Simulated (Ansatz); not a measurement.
AlCl2···Cl2 (doublet)

```yaml
atoms:
  - { symbol: Al, position_ang: [0.0000, 0.0000, -0.3402] }
  - { symbol: Cl, position_ang: [0.0000, 0.0000, 3.0941] }
  - { symbol: Cl, position_ang: [1.8158, 0.0000, -1.4084] }
  - { symbol: Cl, position_ang: [-1.8158, 0.0000, -1.4084] }
  - { symbol: Cl, position_ang: [0.0000, 0.0000, 5.1329] }
```

Level of theory: Ansatz, UHF/def2-SVP.

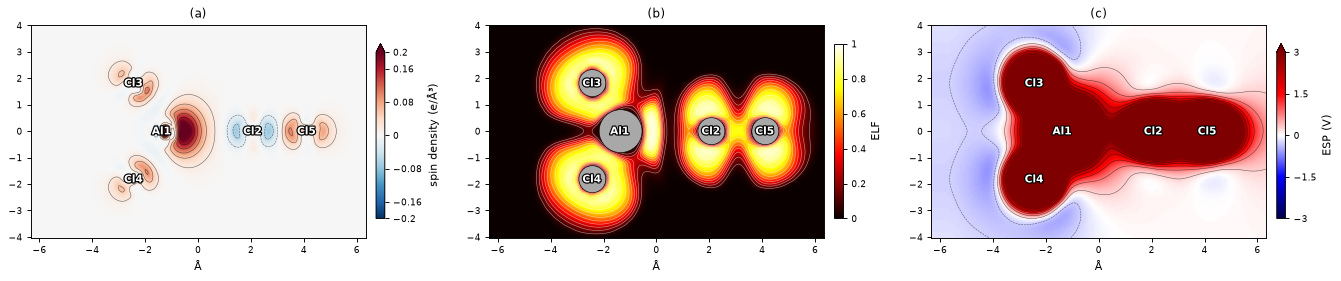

Figure 1. (a) spin density (α minus β); (b) ELF; (c) molecular electrostatic potential on the molecular plane. Grey discs cover the atomic cores in the ELF map.

> What does the map show?

The plane passes through Al and Cl nuclei. Al1···Cl2 (3.43 Å): the ELF dips to about 0.05 between them. Cl–Cl (2.04 Å): the ELF peaks at about 0.75 between the atoms; a shared electron pair. Al–Cl (2.11 Å): the ELF peaks at about 0.90 in the valence shell of Cl, 0.9 Å from its nucleus, and is about 0.85 at the midpoint. The ELF also peaks beside Cl4, Cl2, Cl5 and Cl3, away from the bonds: non-bonding electrons, paired or unpaired. The unpaired spin (1 electron) lies mostly on Al1 (about 0.8), Cl5 (about 0.1), Cl4 (about 0.1) and Cl3 (about 0.1), in electrons by Hirshfeld's partition. Outside the dense part of the complex the potential is most negative (−0.6 V) near Cl3 and Cl4.

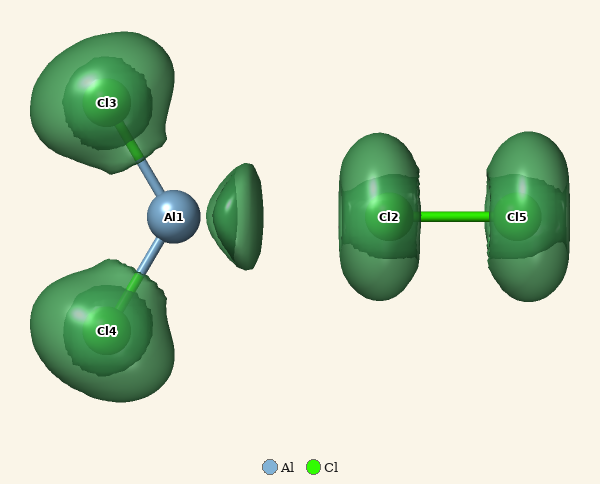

Figure 2. Isosurface of the ELF at 0.8 (green), seen across its widest extent. Core shells and regions of very low density are left out.

> Where are the electrons localised?

The surface consists of two regions on Cl in which the atom's valence shell and bonds are merged, one lobe on Al, pointing away from the bonds (non-bonding electrons) and two regions wrapped around Cl (the valence shell of each).

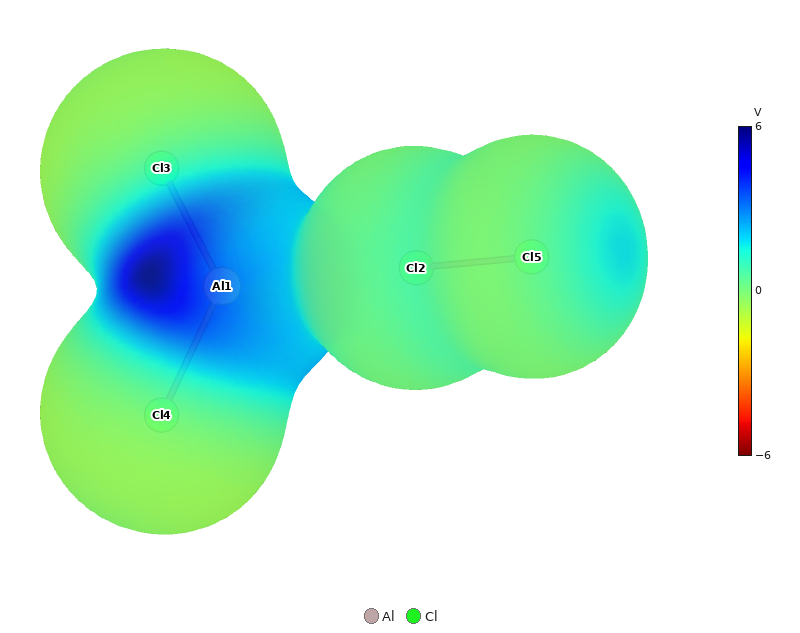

Figure 3. The electrostatic potential painted on the density surface at 0.004 e/bohr³, seen at a tilt; red is negative and blue positive.

> Which sites attract a positive test charge, and which a negative one?

A positive charge is drawn to the negative regions and a negative charge to the positive ones. The most negative region (about −0.6 V) lies over Cl3 and Cl4, the most positive (about +5.5 V) over Al1. Cl5 shows a σ-hole: about +1.8 V at the tip opposite its bond, against about −0.1 V on its flanks.
